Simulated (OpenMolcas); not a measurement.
**Multiconfigurational calculation for Ti²⁺ complex**

System: Ti²⁺ with 6 ligands (O; octahedron, 2.338 Å), embedded in MgO by model potentials and point charges, whose field is part of the energies.
Method: state-averaged CASSCF, active space 2 electrons in the shell 3d, basis ANO-RCC-VDZP on the metal and ANO-RCC-VDZP on the ligands, DKH2 scalar Hamiltonian, spin-orbit coupling by RASSI with atomic mean-field integrals (OpenMolcas).

Results in brief:

- outcome: converged
- energy of the lowest spin-free term: −1311.98415 hartree
- energy of the lowest spin-orbit level: −1311.98451 hartree
- largest spread among components of a term: 0.0 cm⁻¹
- hardware: 1 thread of Arm Neoverse V2, 24 GiB of memory available, shared host
- wall time: 16 s
- peak memory: 0.18 GiB

Remarks:

Without dynamic correlation the splittings between terms come out too large, often by 20 to 50 %. Limits: the geometry is set by hand, with no relaxation.

Input file:
```
&GATEWAY
Basis set
Ti.ANO-RCC-VDZP.
Ti1 0.0 0.0 0.0 Angstrom
End of basis
Basis set
O.ANO-RCC-VDZP.
L1 2.338000 0.000000 0.000000 Angstrom
L2 0.000000 2.338000 0.000000 Angstrom
L3 0.000000 0.000000 2.338000 Angstrom
End of basis
Basis set
Mg.EMB-AIMP.Pascual.10s4p.1s1p.ECP.MgO.
PseudoCharge
* 3 symmetry-unique lattice sites within 7.6 angstrom
End of basis
Basis set
Mg.EMB-AIMP.Pascual.0s.0s.ECP.MgO.
PseudoCharge
* 40 symmetry-unique lattice sites within 7.6 angstrom
End of basis
Basis set
O.EMB-AIMP.Pascual.0s.0s.ECP.MgO.
PseudoCharge
* 55 symmetry-unique lattice sites within 7.6 angstrom
End of basis
Symmetry
XYZ
AngMom=0.0 0.0 0.0
AMFI
RICD
XField
997 Angstrom 0
* Evjen-weighted lattice charges
&SEWARD
&RASSCF
FileOrb=start.orb
Symmetry=1
Spin=3
nActEl=2 0 0
Inactive=18 21
Ras2=5 0
CIRoot=10 10 1
SDav=10
CIMx=300
Iter=150 100
PrWF=0.3
OrbListing=Nothing
MaxOrb=0
LevShft=1.0
>>> COPY $Project.JobIph JOB001
&RASSCF
FileOrb=start.orb
Symmetry=1
Spin=1
nActEl=2 0 0
Inactive=18 21
Ras2=5 0
CIRoot=15 15 1
SDav=15
CIMx=300
Iter=150 100
PrWF=0.3
OrbListing=Nothing
MaxOrb=0
LevShft=1.0
>>> COPY $Project.JobIph JOB002
&RASSI
NrOfJobIphs=2 10 15
1 2 3 4 5 6 7 8 9 10
1 2 3 4 5 6 7 8 9 10 11 12 13 14 15
IphNames
JOB001
JOB002
EJob
SpinOrbit
DIPRint=1.0
SOCoupling=1000.0
Subsets=2
Property=9
'ANGMOM' 1 'ANGMOM' 2 'ANGMOM' 3 'MLTPL  1' 1 'MLTPL  1' 2 'MLTPL  1' 3
'AMFI' 1 'AMFI' 2 'AMFI' 3
SOProperty=3
'ANGMOM' 1 'ANGMOM' 2 'ANGMOM' 3
```

The file start.orb holds starting orbitals from an earlier step. A driver script formed the levels outside the program, from RASSI's spin-orbit matrix and the active-space energies, averaged over the components of each term or state.

Run as:
```bash
OMP_NUM_THREADS=1 MOLCAS_MEM=2457 MOLCAS_PROJECT=a pymolcas a.inp > a.log  # once for each step of the input, in one work folder
```

The program's output (extracts):
```
--- SEWARD ---
Basis set label: TI.ANO-RCC...5S4P2D1F.

      Electronic valence basis set:
      ------------------
      Associated Effective Charge  22.000000 au
      Associated Actual Charge     22.000000 au
      Nuclear Model: Point charge

      Shell  nPrim  nBasis  Cartesian Spherical Contaminant
         s      21       5        X
         p      15       4        X
         d      10       2                 X
         f       6       1                 X
                  Relativistic Douglas-Kroll-Hess integrals:
                    - DKH order of Hamiltonian: 2
                    - DKH order of Properties : 0
                  Atomic mean-field integrals
--- RASSCF ---
Wave function specifications:
      -----------------------------

      Number of closed shell electrons          78
      Number of electrons in active shells       2
      Max number of holes in RAS1 space          0
      Max nr of electrons in RAS3 space          0
      Number of inactive orbitals               39
      Number of active orbitals                  5
      Number of secondary orbitals              98
      Spin quantum number                      1.0
      State symmetry                             1
Orbital specifications:
      -----------------------

      Symmetry species                           1   2
                                                ag  au
      Frozen orbitals                            0   0
      Inactive orbitals                         18  21
      Active orbitals                            5   0
      RAS1 orbitals                              0   0
      RAS2 orbitals                              5   0
      RAS3 orbitals                              0   0
      Secondary orbitals                        46  52
      Deleted orbitals                           0   0
      Number of basis functions                 69  73
      Number of CSFs                            10
      Number of root(s) required                10
      Iter CI   SX   CI       RASSCF       Energy    max ROT     max BLB   max BLB  Level Ln srch  Step   QN
          iter iter root      energy       change     param      element    value   shift minimum  type update
 Nr of preliminary CI iterations:   1
      Total energies have been shifted. Add                -1000.00 au
        1   1   10    0  -310.02177303    0.00E+00  -6.67E-02    9  70 2  5.62E-01*  0.85   0.00    SX    NO
        2   1   10    0  -311.59705354   -1.58E+00* -5.42E-02    9  70 2  2.24E-01*  0.69   0.00    SX    NO
        3   1   10    0  -311.86955905   -2.73E-01* -2.64E-02   21  24 2  6.73E-02*  0.76   0.00    SX    NO
        4   1    9    0  -311.90448655   -3.49E-02* -1.51E-02   21  24 2  4.00E-02*  0.78   0.00    SX    NO
        5   1    9    0  -311.91472678   -1.02E-02* -1.77E-02   21  24 2  2.41E-02*  0.78   2.31    LS   YES
        6   1    9    0  -311.91958285   -4.86E-03* -7.30E-03   18  52 1 -6.86E-03*  0.80   1.12    QN   YES
        7   1    8    0  -311.92024869   -6.66E-04* -4.96E-03    5  33 2 -3.48E-03*  0.79   1.70    LS   YES
        8   1    8    0  -311.92038316   -1.34E-04*  1.33E-03    6  34 2 -3.98E-03*  0.79   1.02    QN   YES
        9   1    7    0  -311.92046195   -7.88E-05*  5.79E-04    7  19 1  1.43E-03*  0.79   1.44    LS   YES
       10   1    7    0  -311.92047004   -8.09E-06* -5.91E-04    6  34 2  1.38E-03*  0.79   1.00    QN   YES
       11   1    7    0  -311.92048040   -1.04E-05* -5.38E-04    8  22 1  5.81E-04*  0.79   1.91    LS   YES
       12   1    7    0  -311.92048346   -3.06E-06* -1.99E-04    2  33 2  5.75E-04*  0.79   1.01    QN   YES
       13   1    6    0  -311.92048469   -1.23E-06* -9.07E-05   18  58 1 -2.08E-04*  0.79   1.45    LS   YES
       14   1    6    0  -311.92048482   -1.28E-07* -5.32E-05    3  34 2 -1.80E-04*  0.79   1.00    QN   YES
       15   1    5    0  -311.92048495   -1.23E-07* -2.61E-05    3  34 2 -4.34E-05   0.79   1.29    QN   YES
       16   1    5    0  -311.92048498   -3.72E-08* -5.06E-06   21  53 2  1.21E-05   0.79   1.02    QN   YES
       17   1    4    0  -311.92048498   -1.66E-09   3.00E-06    2  33 2  4.47E-06   0.79   1.11    QN   YES
      Convergence after 17 iterations
       18   1    4    0  -311.92048499   -1.28E-10   3.00E-06    6  24 2  1.50E-06   0.79   1.11    QN   YES
      Natural orbitals and occupation numbers for root  1
      sym 1:   0.041962   0.958038  -0.000000   0.958038   0.041962
      Natural orbitals and occupation numbers for root  2
      sym 1:   0.958037   0.958037  -0.000000   0.041963   0.041963
      Natural orbitals and occupation numbers for root  3
      sym 1:   0.958038   0.041962   0.041962   0.958038  -0.000000
::    RASSCF root number  1 Total energy:  -1311.98414513
::    RASSCF root number  2 Total energy:  -1311.98414513
::    RASSCF root number  3 Total energy:  -1311.98414513
::    RASSCF root number  4 Total energy:  -1311.92420662
::    RASSCF root number  5 Total energy:  -1311.92420662
::    RASSCF root number  6 Total energy:  -1311.92420662
::    RASSCF root number  7 Total energy:  -1311.87464130
::    RASSCF root number  8 Total energy:  -1311.87464130
::    RASSCF root number  9 Total energy:  -1311.87464130
::    RASSCF root number 10 Total energy:  -1311.85587069
--- RASSCF ---
Wave function specifications:
      -----------------------------

      Number of closed shell electrons          78
      Number of electrons in active shells       2
      Max number of holes in RAS1 space          0
      Max nr of electrons in RAS3 space          0
      Number of inactive orbitals               39
      Number of active orbitals                  5
      Number of secondary orbitals              98
      Spin quantum number                      0.0
      State symmetry                             1
Orbital specifications:
      -----------------------

      Symmetry species                           1   2
                                                ag  au
      Frozen orbitals                            0   0
      Inactive orbitals                         18  21
      Active orbitals                            5   0
      RAS1 orbitals                              0   0
      RAS2 orbitals                              5   0
      RAS3 orbitals                              0   0
      Secondary orbitals                        46  52
      Deleted orbitals                           0   0
      Number of basis functions                 69  73
      Number of CSFs                            15
      Number of root(s) required                15
      Iter CI   SX   CI       RASSCF       Energy    max ROT     max BLB   max BLB  Level Ln srch  Step   QN
          iter iter root      energy       change     param      element    value   shift minimum  type update
 Nr of preliminary CI iterations:   1
      Total energies have been shifted. Add                -1000.00 au
        1   1   10    0  -311.86622612    0.00E+00  -9.89E-03   21  27 1 -5.89E-03*  0.77   0.00    SX    NO
        2   1    9    0  -311.86679955   -5.73E-04*  3.79E-03    7  34 2 -5.06E-03*  0.76   0.00    SX    NO
        3   1    9    0  -311.86694172   -1.42E-04*  2.19E-03   15  21 1  2.21E-03*  0.76   0.00    SX    NO
        4   1    8    0  -311.86698499   -4.33E-05*  1.18E-03   15  21 1  1.43E-03*  0.76   0.00    SX    NO
        5   1    8    0  -311.86699907   -1.41E-05*  1.61E-03   15  21 1  8.99E-04*  0.76   2.37    LS   YES
        6   1    7    0  -311.86700614   -7.07E-06* -9.79E-05    9  32 2  2.21E-04*  0.76   1.01    QN   YES
        7   1    6    0  -311.86700636   -2.17E-07* -1.47E-04   15  21 1  9.37E-05   0.76   2.50    LS   YES
        8   1    6    0  -311.86700641   -5.60E-08* -4.92E-05    9  32 2 -1.25E-04*  0.76   0.67    QN   YES
        9   1    5    0  -311.86700644   -2.40E-08* -7.44E-06   10  24 1 -2.13E-05   0.76   1.08    QN   YES
       10   1    4    0  -311.86700646   -2.60E-08* -7.70E-06   10  24 1 -1.11E-05   0.76   1.00    QN   YES
       11   1    3    0  -311.86700647   -4.61E-10  -7.94E-07    9  32 2  1.70E-06   0.76   1.05    QN   YES
      Convergence after 11 iterations
       12   1    3    0  -311.86700647   -1.89E-10  -7.94E-07   10  30 1 -7.93E-07   0.76   1.05    QN   YES
      Natural orbitals and occupation numbers for root  1
      sym 1:   0.963186   0.970285   0.032589   0.033941   0.000000
      Natural orbitals and occupation numbers for root  2
      sym 1:   0.968743   0.032930   0.000000   0.964609   0.033718
      Natural orbitals and occupation numbers for root  3
      sym 1:   0.032667   0.963538   0.033881   0.969914   0.000000
::    RASSCF root number  1 Total energy:  -1311.93366725
::    RASSCF root number  2 Total energy:  -1311.93366725
::    RASSCF root number  3 Total energy:  -1311.93366725
::    RASSCF root number  4 Total energy:  -1311.93287457
::    RASSCF root number  5 Total energy:  -1311.93287457
::    RASSCF root number  6 Total energy:  -1311.87862107
::    RASSCF root number  7 Total energy:  -1311.86508804
::    RASSCF root number  8 Total energy:  -1311.86508804
::    RASSCF root number  9 Total energy:  -1311.86508804
::    RASSCF root number 10 Total energy:  -1311.85281861
::    RASSCF root number 11 Total energy:  -1311.85281861
::    RASSCF root number 12 Total energy:  -1311.85281861
::    RASSCF root number 13 Total energy:  -1311.79402260
::    RASSCF root number 14 Total energy:  -1311.79402260
::    RASSCF root number 15 Total energy:  -1311.71795987
--- RASSI ---
SPIN-FREE ENERGIES:
  (Shifted by EMIN (a.u.) =      -1311.9841451306)

 SF State       Relative EMIN(au)   Rel lowest level(eV)    D:o, cm**(-1)

     1             0.0000000000        0.0000000000              0.0000
     2             0.0000000000        0.0000000000              0.0000
     3             0.0000000000        0.0000000000              0.0000
    11             0.0504778852        1.3735732301          11078.6152
    12             0.0504778852        1.3735732301          11078.6152
    13             0.0504778852        1.3735732301          11078.6152
    14             0.0512705606        1.3951430288          11252.5874
    15             0.0512705606        1.3951430288          11252.5874
     4             0.0599385123        1.6310100088          13154.9829
     5             0.0599385123        1.6310100088          13154.9829
     6             0.0599385123        1.6310100088          13154.9829
    16             0.1055240598        2.8714559502          23159.8541
     7             0.1095038258        2.9797508983          24033.3118
     8             0.1095038258        2.9797508983          24033.3118
     9             0.1095038262        2.9797509112          24033.3119
    17             0.1190570863        3.2397083598          26130.0101
    18             0.1190570863        3.2397083598          26130.0101
    19             0.1190570869        3.2397083764          26130.0103
    10             0.1282744408        3.4905253528          28152.9856
    20             0.1313265202        3.5735766661          28822.8396
    21             0.1313265202        3.5735766661          28822.8396
    22             0.1313265202        3.5735766661          28822.8396
    23             0.1901225312        5.1734976298          41727.0724
    24             0.1901225312        5.1734976298          41727.0724
    25             0.2661852606        7.2432699391          58420.9119
     Dipole printing threshold changed to   1.00000000E+00
Eigenvalues of complex Hamiltonian:
   -----------------------------------
  (Shifted by EMIN (a.u.) =      -1311.9841451306)

 SO State       Relative EMIN(au)   Rel lowest level(eV)    D:o, cm**(-1)

     1            -0.0003619693        0.0000000000              0.0000
     2            -0.0003619693        0.0000000000              0.0000
     3            -0.0003537295        0.0002242168              1.8084
     4            -0.0003537295        0.0002242168              1.8084
     5            -0.0003537295        0.0002242168              1.8084
     6             0.0003390589        0.0190759474            153.8579
     7             0.0003390589        0.0190759474            153.8579
     8             0.0003390589        0.0190759474            153.8579
     9             0.0006849949        0.0284893476            229.7821
    10             0.0504310060        1.3821472678          11147.7695
    11             0.0504310060        1.3821472678          11147.7695
    12             0.0504310060        1.3821472678          11147.7695
    13             0.0512669116        1.4048934199          11331.2296
    14             0.0512669116        1.4048934199          11331.2296
    15             0.0596840752        1.6339361097          13178.5835
    16             0.0598520560        1.6385071004          13215.4510
    17             0.0598520560        1.6385071004          13215.4510
    18             0.0598520560        1.6385071004          13215.4510
    19             0.0600681699        1.6443878581          13262.8825
    20             0.0600681699        1.6443878581          13262.8825
    21             0.0600681699        1.6443878581          13262.8825
    22             0.0600741953        1.6445518176          13264.2049
    23             0.0600741953        1.6445518176          13264.2049
    24             0.1054530179        2.8793724870          23223.7053
    25             0.1091363736        2.9796017017          24032.1084
    26             0.1092865852        2.9836891661          24065.0761
    27             0.1092865854        2.9836891725          24065.0761
    28             0.1092865854        2.9836891725          24065.0761
    29             0.1097132674        2.9952997821          24158.7220
    30             0.1097132677        2.9952997886          24158.7221
    31             0.1097132677        2.9952997886          24158.7221
    32             0.1097267244        2.9956659661          24161.6755
    33             0.1097267248        2.9956659747          24161.6755
    34             0.1190441267        3.2492053990          26206.6089
    35             0.1190441267        3.2492053990          26206.6089
    36             0.1190441274        3.2492054155          26206.6090
    37             0.1283105865        3.5013586132          28240.3617
    38             0.1283105865        3.5013586131          28240.3617
    39             0.1283105865        3.5013586131          28240.3617
    40             0.1313294814        3.5835069293          28902.9326
    41             0.1313294814        3.5835069293          28902.9326
Weights of the five most important spin-orbit-free states for each spin-orbit state.

 SO State  Total energy (au)           Spin-free states, spin, and weights
 -------------------------------------------------------------------------------------------------------
    1        -0.000362       3 1.0  0.6457    1 1.0  0.2771    2 1.0  0.0768    5 1.0  0.0001    4 1.0  0.0001
    2        -0.000362       2 1.0  0.5897    1 1.0  0.3893    3 1.0  0.0207    6 1.0  0.0001   14 0.0  0.0001
    3        -0.000354       1 1.0  0.4999    3 1.0  0.4412    2 1.0  0.0588   11 0.0  0.0000    4 1.0  0.0000
    4        -0.000354       2 1.0  0.4987    3 1.0  0.4949    1 1.0  0.0062   13 0.0  0.0001    5 1.0  0.0000
    5        -0.000354       1 1.0  0.4938    2 1.0  0.4423    3 1.0  0.0637   12 0.0  0.0000    4 1.0  0.0000
    6         0.000339       3 1.0  0.4924    2 1.0  0.4884    1 1.0  0.0191    6 1.0  0.0000    5 1.0  0.0000
    7         0.000339       3 1.0  0.4993    1 1.0  0.4890    2 1.0  0.0117    6 1.0  0.0000    4 1.0  0.0000
    8         0.000339       2 1.0  0.4998    1 1.0  0.4919    3 1.0  0.0082    5 1.0  0.0000    4 1.0  0.0000
    9         0.000685       1 1.0  0.3333    2 1.0  0.3333    3 1.0  0.3333   16 0.0  0.0000    8 1.0  0.0000
   10         0.050431      13 0.0  0.9951    6 1.0  0.0024    5 1.0  0.0024    7 1.0  0.0000    8 1.0  0.0000
   11         0.050431      12 0.0  0.9951    5 1.0  0.0024    4 1.0  0.0024    9 1.0  0.0000    8 1.0  0.0000
   12         0.050431      11 0.0  0.9951    6 1.0  0.0024    4 1.0  0.0024    7 1.0  0.0000    9 1.0  0.0000
```

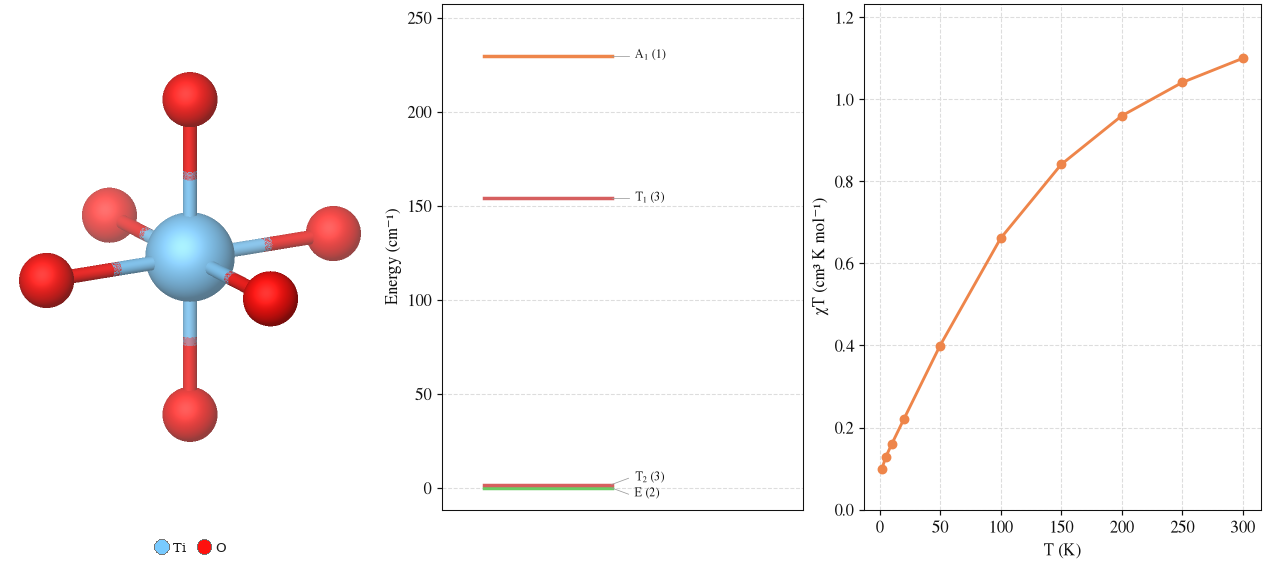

*Ti²⁺ (3d²) as a dopant in MgO, a cluster with its 6 nearest O²⁻ at 2.338 Å (octahedron) embedded in model potentials and point charges; the geometry was set, not optimised, and its levels and susceptibility. Labels give the representation in O, Td, D4 or D3 as the site allows (double group for half-integer spin) where it could be assigned and, in brackets, the degeneracy; spin-free states, where drawn, share the zero of the spin-orbit levels. Powder susceptibility by Van Vleck's formula.*

The ground level is E, doubly degenerate, 100 % from states of spin multiplicity 3. Its principal g values are all close to zero. The next level lies at 1.8 cm⁻¹ (T₂). χT is 0.0997 cm³ K mol⁻¹ at 2 K and 1.10 at 300 K, an effective moment of 2.97 μB. The active orbitals hold 90 to 96 % metal character (Löwdin), and the Mulliken charge of the metal is +1.02.
